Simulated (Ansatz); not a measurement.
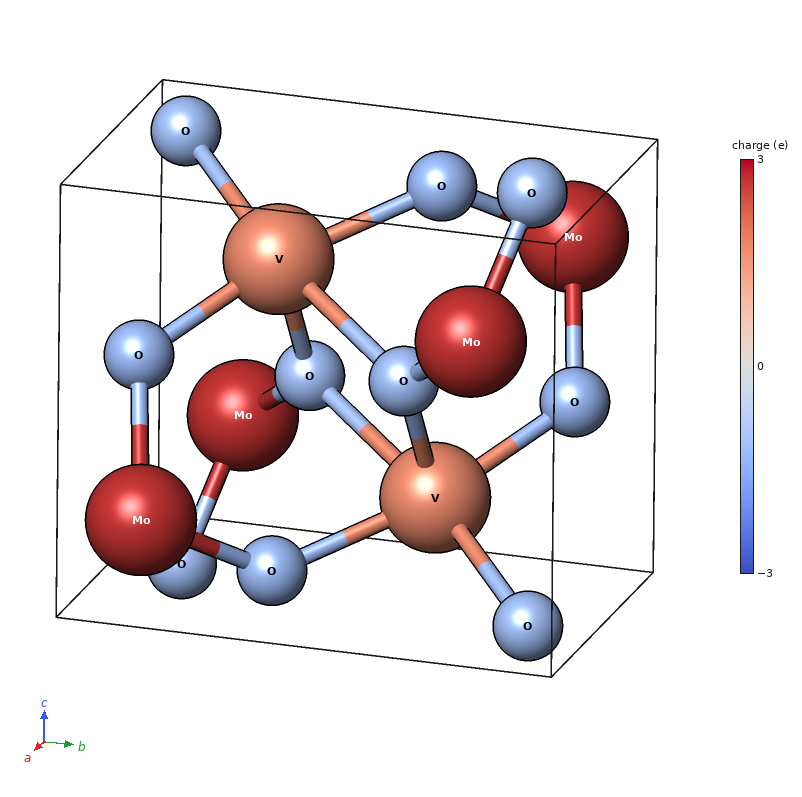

The figure gives a ball-and-stick picture of the atoms, viewed slightly off an axis. The edges of the simulation cell are marked. The atoms of this VMoO$_{4}$ cell are coloured by their Bader charge.

Theory: Ansatz, DFT, PAW plane waves, PBE+U. Numerical settings: a basis cut at 420 eV, a 4×3×4 sampling of the Brillouin zone, Fermi-Dirac smearing of 0.1 eV, U = 1.52 eV and J = 0.89 eV on Mo d, U = 5.09 eV and J = 0.86 eV on V d, collinear spins. The state is antiferromagnetic. The pressure of the cell is 13 GPa.

Which atoms are positive and which negative?

Answer. Most positive: Mo; most negative: O. Charges: about V +1.7 e; Mo +2.7 e; O -1.1 to -1.0 e.

The geometry is that of a generated cell, made by putting these elements into a known structure type (the compound may or may not exist in this form), without relaxation. A calculation with Ansatz used it as input.

At this level of theory the cell isn't at rest (compressed, at 13 GPa and forces up to 1.6 eV/Å), so its distances can differ from those at equilibrium, the more so the softer the solid, and its magnetic state may change on relaxation.
